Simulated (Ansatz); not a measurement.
**InB2 (built on the sites of a database entry of YAl2): following an unstable mode**

Which phase does InB2 (built on the sites of a database entry of YAl2) fall into along its unstable mode, and how much energy does it gain?

Method: DFT PBEsol, scalar-relativistic, plane waves, norm-conserving pseudopotentials, in Ansatz 0.2.0.

The structure was built from a prototype and need not be the compound's stable phase.

### 1. The starting structure

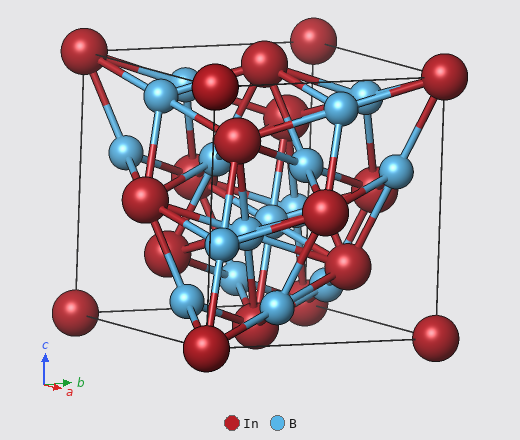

The starting structure, seen slightly off an axis (indium red, boron blue). This picture shows the conventional cell, with its axes. Bonds to atoms that aren't drawn are left out. Some periodic images of atoms are drawn too.

### 2. Zone-centre response

The cell comes from relaxations at this level that are not shown. The zone centre is the only wavevector solved here; it holds the modes that light can see, as far as symmetry allows. No field response is asked, since the mesh shows no gap.

File input.yaml:

```yaml
crystal:
  lattice:
    - [0.0, 3.296251107, 3.296251107]
    - [3.296251107, 0.0, 3.296251107]
    - [3.296251107, 3.296251107, 0.0]
  atoms:
    - { symbol: In, position: [0.75, 0.75, 0.75] }
    - { symbol: In, position: [0.5, 0.5, 0.5] }
    - { symbol: B, position: [0.125, 0.625, 0.125] }
    - { symbol: B, position: [0.125, 0.125, 0.625] }
    - { symbol: B, position: [0.625, 0.125, 0.125] }
    - { symbol: B, position: [0.125, 0.125, 0.125] }
kpoints:
  mp_grid: { grid: [12, 12, 12] }
hamiltonian:
  xc: pbesol
  pseudopotentials: { kind: nc }
scf:
  occupations: { method: methfessel_paxton, width: 0.2 }
output:
  eigenvalues: true
phonons:
  method: dfpt
```

Run with:

```
$ ansatz run input.yaml --threads 8 --pin off --max-ram 14336MiB --backend cpu --events-out ev --progress --plain --runs-dir out
```

Numbers of over 12 decimals in the logs are rounded to 6 here.

Output:

```text
Engine: ansatz 0.2.0, x86_64-unknown-linux-gnu
Pseudopotentials: kind: nc
Pseudopotential: In, nc, valence charge 13, recommended cutoff 952.398519 eV (normal), In.nc.azcp (PseudoDojo's, or run here from an input of PseudoDojo's: the run reads no file of this project's for it)
Pseudopotential: B, nc, valence charge 3, recommended cutoff 1034.032677 eV (normal), B.nc.azcp (PseudoDojo's, or run here from an input of PseudoDojo's: the run reads no file of this project's for it)
Functional definition: PBEsol
  exchange = pbesol_x
  correlation = pbesol_c
Crystal: 6 atoms, lattice volume = 71.629 Å³
Basis set: ecut = 1034.032677 eV, 5329 PW (Γ), exchange–correlation on 120×120×120 points (8 copies of the dense FFT grid, shifted against one another)
Bands: 25, of which v1, the nominal top of the filled ones, is band 19 counted from 1 (18 counted from 0)
Symmetry: 48 space group operations
k-points: 476 of 1728 (irreducible under 2 space group operations, time reversal used)
Non-local potential: In, projectors of the file, l = 0: 2, l = 1: 2, l = 2: 2
Non-local potential: B, projectors of the file, l = 0: 2, l = 1: 2
Initial density: superposition of atomic densities (chi_scale 0.1, normalization cell, long waves kept (reshape's long-wave potential 0.00 eV rms))
Initial wavefunctions: pseudopotential atomic-orbital guess
Functional: x = pbesol(κ = 0.804, μ = 0.123457), c = pbesol(β = 0.046)
SCF iter   1: F=—  HF=-3918.016036 eV  |F-HF|=—  |Δ(HF+E_count)|=         —  Δρ=2.88e-2  dr2=1.57e0  ethr=3.10e-3  ⟨swp⟩=5.8  Hψ=48961  notcnv=0
preconditioner: auto → Kerker (q_TF=auto, 2.455 Å⁻¹)  [metal: Δε(μ)=0.037 eV  Ē_g=12.240 eV  σ=0.200 eV  W_gap=0.16  n_scr=14 (ndim 8)  ℏωp=27.0 eV  f_vac=0.000  D(μ)=2.15/eV (n_scr^D=14)]
SCF iter   2: F=—  HF=-3917.682546 eV  |F-HF|=—  |Δ(HF+E_count)|=   3.33e-1  S|Δr|=    0.00e0  Δρ=1.77e-2  dr2=5.43e-1  ethr=3.10e-3  ⟨swp⟩=1.4  Hψ=16064  notcnv=0  defer=2
SCF iter   3: F=—  HF=-3917.511547 eV  |F-HF|=—  |Δ(HF+E_count)|=   1.71e-1  S|Δr|=    0.00e0  Δρ=3.00e-3  dr2=3.90e-3  ethr=1.43e-3  ⟨swp⟩=2.3  Hψ=19210  notcnv=0  defer=2
SCF iter   4: F=—  HF=-3917.511506 eV  |F-HF|=—  |Δ(HF+E_count)|=   4.10e-5  S|Δr|=    0.00e0  Δρ=2.91e-4  dr2=5.47e-5  ethr=1.03e-5  ⟨swp⟩=2.7  Hψ=22234  notcnv=0  defer=45
SCF iter   5: F=—  HF=-3917.511516 eV  |F-HF|=—  |Δ(HF+E_count)|=   1.06e-5  S|Δr|=    0.00e0  Δρ=8.92e-5  dr2=2.32e-6  ethr=1.44e-7  ⟨swp⟩=3.9  Hψ=30863  notcnv=0  defer=45
SCF iter   6: F=—  HF=-3917.511402 eV  |F-HF|=—  |Δ(HF+E_count)|=   1.14e-4  S|Δr|=    0.00e0  Δρ=1.23e-5  dr2=7.80e-8  ethr=6.11e-9  ⟨swp⟩=2.6  Hψ=22824  notcnv=0  defer=381
SCF iter   7: F=—  HF=-3917.511402 eV  |F-HF|=—  |Δ(HF+E_count)|=   1.66e-8  S|Δr|=    0.00e0  Δρ=3.38e-6  dr2=5.32e-9  ethr=2.05e-10  ⟨swp⟩=3.6  Hψ=25171  notcnv=0  defer=381
SCF iter   8: F=—  HF=-3917.511402 eV  |F-HF|=—  |Δ(HF+E_count)|=   1.66e-9  S|Δr|=    0.00e0  Δρ=3.74e-7  dr2=9.68e-11  ethr=1.40e-11  ⟨swp⟩=2.2  Hψ=19659  notcnv=0  defer=381
SCF iter   9: F=-3917.511402 eV  HF=-3917.511402 eV  |F-HF|=1.36e-12  |Δ(HF+E_count)|=  2.73e-11  S|Δr|=    0.00e0  Δρ=5.78e-8  dr2=1.84e-12  ethr=1.00e-12  ⟨swp⟩=16.1  Hψ=92664  notcnv=0
SCF 1 converged in 9 iterations: F = -3917.511402 eV  dr2 = 1.84e-12
DFPT response loops at Γ: preconditioner auto → Kerker (q_TF=auto, 2.455 Å⁻¹) (partly filled bands, converged f_vac=0.000); β = 1.00, the filter's whole step (`scf.mixing.beta` (0.50) is not read by the response loops under this deck's `scf.mixing.preconditioner`; to damp them name `kerker` or `kerker_dos`, under which they read `scf.mixing.beta`, and type it under 1.00, their step now; both keys bind the ground state too); Broyden in place of MSR1
SCF converged after 9 iterations
Stability not checked: this state was not tested for a lower state beside it, because cold or Methfessel-Paxton smearing, or corrected tetrahedra, fill the levels in a way that the test cannot read (fill_not_monotonic; see scf.lower_state_search)
Free energy (F): -3917.511402 eV
Harris-Foulkes:  -3917.511402 eV  (|F-HF|=1.36e-12)
Internal energy: -3917.512925 eV  (E = F + TS)
E sigma→0 (E₀):  -3917.511783 eV
Entropy (-TS):   0.001523 eV (0.254 meV/atom)
Fermi energy:    12.565311 eV
--- Per-component energies (eV) ---
  E_band       = 81.405761
  E_kinetic    = 2465.253368
  E_local      = -2350.395023  (includes V_loc(G=0)·N_el)
  E_nonlocal   = -785.871153
  E_hartree    = 764.818915
  E_xc         = -1205.609321
  E_vxc        = -777.219324  (∫ρ·V_xc dr)
  E_ewald      = -2805.709711
  E_smearing   = 0.001523  (= −TS)
  E_closure    = 0.000000  (closes the sum)
  Σ components = -3917.511402   (vs F -3917.511402, Δ=0.00e0)
--- Band table (eV; the first three rows and the last of 476) ---
  k-point 0: bands = [... 15 lower, 9.2546, 9.2546, 9.2546, 9.5090, 11.5714, 11.5714, 13.4693, 13.4693, ... 2 higher]
  k-point 1: bands = [... 15 lower, 9.4957, 9.4957, 9.5497, 10.3582, 11.2140, 11.2140, 12.8645, 13.9658, ... 2 higher]
  k-point 2: bands = [... 15 lower, 9.7901, 9.7901, 9.9520, 10.7998, 10.7998, 11.6136, 12.3341, 14.9642, ... 2 higher]
  k-point 475: bands = [... 15 lower, 9.0528, 10.2536, 10.2536, 14.2939, 14.2939, 14.3657, 14.3657, 16.5689, ... 2 higher]
--- Phonons (Γ-DFPT): 2 representative perturbations + reference, on 476 of 1728 k-points (Σ response iterations 6) ---
  k mesh reduced under 2 symmetry operations, with k and −k counted as one. Each operation leaves every solved perturbation unchanged. A smaller set is not used because it would not reduce the number of displacements times k-points to solve
  ASR residual: 8.240e-5 → 0.000e0 eV/Å²; symmetrization residual: 1.827e-6 eV/Å²
  ASR residual per site (eV/Å²): 8.24e-5 8.24e-5 1.10e-5 1.10e-5 1.10e-5 1.10e-5
  Γ frequencies (cm⁻¹): -512.39 -512.39 -512.39 -503.10 -271.70 -271.70 0.00 0.00 0.00 157.62 157.62 157.62 208.68 208.68 208.68 230.20 230.20 230.20
  non-analytic LO–TO correction: not included (Born effective charges unavailable; polar crystals: no LO–TO splitting at Γ)
```

The job ended after 65 s (8 threads of Intel Xeon Platinum 8488C (Sapphire Rapids), shared host; peak memory 7.8 GiB).

Reading the cycles: dr2 is the Hartree energy of the density residual (eV), the measure of convergence; HF is the Harris–Foulkes estimate of the energy, which meets the free energy F at convergence.

This step gave:

```
volume per atom                                         : 11.94 Å³
gap on the k-mesh                                       : 0 eV
sum-rule residual before enforcement                    : 8.24e-5 eV/Å²
point group                                             : m-3m
highest optical mode at the zone centre (no LO-TO term) : 230.2 cm⁻¹
lowest optical zone-centre mode                         : -512.4 cm⁻¹
```

Patterns of degenerate modes are one choice out of their space. The modes at Γ (shares of kinetic energy by element, %) (negative means imaginary):

| mode | frequency (cm⁻¹) | symmetry | In % | B % |
| --- | --- | --- | --- | --- |
| 1 | -512.4 | T1u | 1 | 99 |
| 2 | -512.4 | T1u | 1 | 99 |
| 3 | -512.4 | T1u | 1 | 99 |
| 4 | -503.1 | A2u | 0 | 100 |
| 5 | -271.7 | Eu | 0 | 100 |
| 6 | -271.7 | Eu | 0 | 100 |
| 7 | 0.0 | acoustic | 84 | 16 |
| 8 | 0.0 | acoustic | 84 | 16 |
| 9 | 0.0 | acoustic | 84 | 16 |
| 10 | 157.6 | T2g | 100 | 0 |
| 11 | 157.6 | T2g | 100 | 0 |
| 12 | 157.6 | T2g | 100 | 0 |
| 13 | 208.7 | T1u | 15 | 85 |
| 14 | 208.7 | T1u | 15 | 85 |
| 15 | 208.7 | T1u | 15 | 85 |
| 16 | 230.2 | T2u | 0 | 100 |
| 17 | 230.2 | T2u | 0 | 100 |
| 18 | 230.2 | T2u | 0 | 100 |

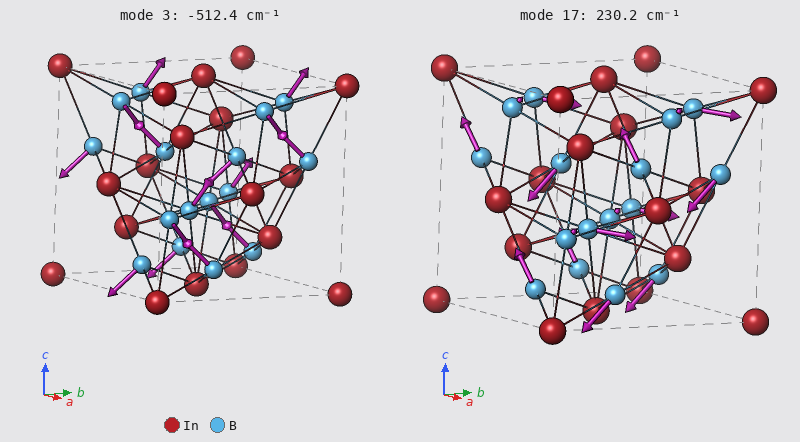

Displacement patterns of modes 3 and 17 at Γ; arrows are exaggerated. Bonds to atoms that aren't drawn are left out. Some periodic images of atoms are drawn too.

Before it was imposed, the acoustic sum rule was missed by 8.2e-5 eV/Å². Small misses are needed for a sound result but don't prove that mesh and cutoff are converged. The lowest optical mode is imaginary, 512.4i cm⁻¹, so the energy falls along it.

### 3. The mode frozen in, largest atomic shift 0 Å

The mode followed lies at Γ with frequency 503.1i cm⁻¹, one of the unstable modes though not the softest. At small amplitude the distorted cell has space group no. 216 by a symmetry search on the positions. The undistorted cell that holds it gives the zero of energy on the same k mesh.

Edit input.yaml of step 2 so:

```diff
@@ -20,4 +20,4 @@
 output:
+  forces: true
+  stress: true
   eigenvalues: true
-phonons:
-  method: dfpt
```

Output:

```text
[...]
Crystal: 6 atoms, lattice volume = 71.629 Å³
Basis set: ecut = 1034.032677 eV, 5329 PW (Γ), exchange–correlation on 100×100×100 points (8 copies of the dense FFT grid, shifted against one another)
Bands: 25, of which v1, the nominal top of the filled ones, is band 19 counted from 1 (18 counted from 0)
Symmetry: 48 space group operations
[...]
k-points: 72 of 1728
[...]
k-point 0: bands = [... 15 lower, 9.2546, 9.2546, 9.2546, 9.5090, 11.5714, 11.5714, 13.4694, 13.4694, ... 2 higher]
  k-point 1: bands = [... 15 lower, 9.4957, 9.4957, 9.5497, 10.3582, 11.2140, 11.2140, 12.8645, 13.9658, ... 2 higher]
  k-point 2: bands = [... 15 lower, 9.7901, 9.7901, 9.9519, 10.7998, 10.7998, 11.6136, 12.3341, 14.9642, ... 2 higher]
  k-point 71: bands = [... 15 lower, 9.0527, 10.2536, 10.2536, 14.2938, 14.2938, 14.3657, 14.3657, 16.5689, ... 2 higher]
[key lines of the parts left out:]
SCF converged after 6 iterations
Free energy (F): -3917.511402 eV
Fermi energy:    12.565290 eV
P = ⅓ Tr σ = -0.0002 GPa (-0.002 kbar)
```

Run time: 1.7 s. Hardware: 8 threads; peak memory 0.87 GiB.

This step gave:

```
pressure                         : -2.16e-4 GPa
energy from the undistorted cell : 0 meV/atom
```

The run ends at a pressure of 0.00 GPa.

### 4. The mode frozen in, largest atomic shift 0.32 Å

The atoms are moved along the unstable eigenvector, the largest shift by 0.32 Å, with the cell fixed.

input.yaml, the sections that differ from step 3:

```yaml
crystal:
  lattice:
    - [0.0, 3.296251107, 3.296251107]
    - [3.296251107, 0.0, 3.296251107]
    - [3.296251107, 3.296251107, 0.0]
  atoms:
    - { symbol: In, position: [0.75, 0.75, 0.75] }
    - { symbol: In, position: [0.5, 0.5, 0.5] }
    - { symbol: B, position: [0.153024577, 0.5409262689, 0.153024577] }
    - { symbol: B, position: [0.153024577, 0.153024577, 0.5409262689] }
    - { symbol: B, position: [0.5409262689, 0.153024577, 0.153024577] }
    - { symbol: B, position: [0.153024577, 0.153024577, 0.153024577] }
# kpoints, hamiltonian, scf, output: as in step 3
```

Output:

```text
[...]
Crystal: 6 atoms, lattice volume = 71.629 Å³
Basis set: ecut = 1034.032677 eV, 5329 PW (Γ), exchange–correlation on 100×100×100 points (8 copies of the dense FFT grid, shifted against one another)
Bands: 25, of which v1, the nominal top of the filled ones, is band 19 counted from 1 (18 counted from 0)
Symmetry: 24 space group operations
[...]
k-point 0: bands = [... 15 lower, 10.1080, 10.1080, 10.1080, 11.2286, 11.4176, 11.4176, 13.6062, 13.6062, ... 2 higher]
  k-point 1: bands = [... 15 lower, 9.9266, 10.1933, 10.1933, 11.1461, 11.1461, 11.6444, 12.9460, 14.0179, ... 2 higher]
  k-point 2: bands = [... 15 lower, 9.9044, 10.1671, 10.1671, 10.9387, 10.9387, 11.7724, 12.9919, 14.8914, ... 2 higher]
  k-point 71: bands = [... 15 lower, 8.7707, 9.3553, 11.0083, 12.3434, 13.7173, 13.8712, 15.0233, 15.0751, ... 2 higher]
[key lines of the parts left out:]
SCF converged after 7 iterations
Free energy (F): -3918.681543 eV
Fermi energy:    12.212342 eV
P = ⅓ Tr σ = 6.6552 GPa (66.552 kbar)
```

Elapsed: 2.7 s, on 8 threads; peak memory 0.81 GiB; 20 s of CPU time.

Numbers from this step:

- pressure: 6.655 GPa
- energy from the undistorted cell: -194.9 meV/atom

The energy, extrapolated to zero smearing, is -194.86 meV/atom against the undistorted cell.

The run ends at a pressure of 6.66 GPa, with forces up to 0.33 eV/Å.

### 5. Energy along the mode, all amplitudes (two of the runs are shown above)

An imaginary frequency means negative curvature, so the energy should fall and then rise again as anharmonic terms take over.

This step gave:

| Quantity | Value |
| --- | --- |
| depth at the lowest point sampled | 194.9 meV/atom |
| largest atomic shift at that point | 0.32 Å |

Table of energy from the parent by largest atomic shift:

| largest atomic shift (Å) | energy from the parent (meV/atom) |
| --- | --- |
| 0.000 | 0 |
| 0.040 | -5.32 |
| 0.080 | -20.9 |
| 0.140 | -60.4 |
| 0.220 | -129 |
| 0.320 | -195 |
| 0.450 | -41.2 |
| 0.600 | 1116 |

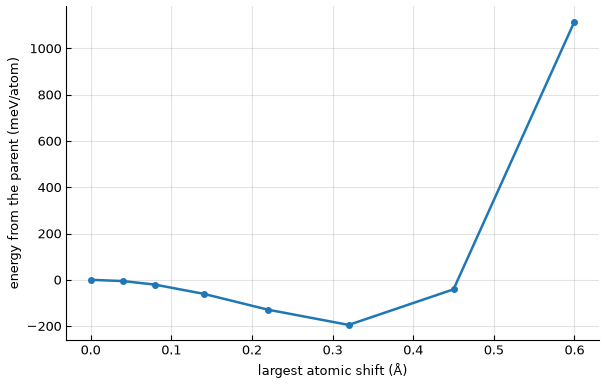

Energy from the parent against largest atomic shift.

Displacement at unit largest shift by atom:

| atom | x (Å) | y (Å) | z (Å) | size |
| --- | --- | --- | --- | --- |
| In1 | 0.000 | 0.000 | 0.000 | 0.000 |
| In2 | 0.000 | 0.000 | 0.000 | 0.000 |
| B3 | -0.577 | 0.577 | -0.577 | 0.999 |
| B4 | -0.577 | -0.577 | 0.577 | 0.999 |
| B5 | 0.577 | -0.577 | -0.577 | 0.999 |
| B6 | 0.577 | 0.577 | 0.577 | 0.999 |

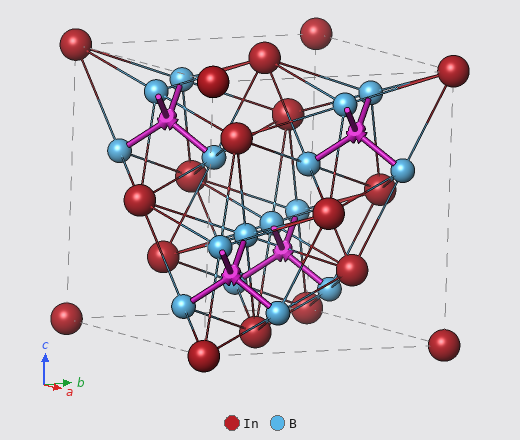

Displacement at unit largest shift as arrows, the longest 0.999 Å. Bonds to atoms that aren't drawn are left out. Some periodic images of atoms are drawn too.

The lowest of the steps tried is at 0.32 Å, 195 meV/atom below the parent; the bottom of the well need not coincide with a step.

[end of part 1 of 2]

[Logs are printed without paths, hosts, clocks, repeated set-up lines and the standing remarks that a program may print on its own settings, such as how far it seeks lower states.]

[Hosts, paths, dates, database ids (printed as entryN), source tags and the programs' standing remarks are cut or masked in the printed files.]
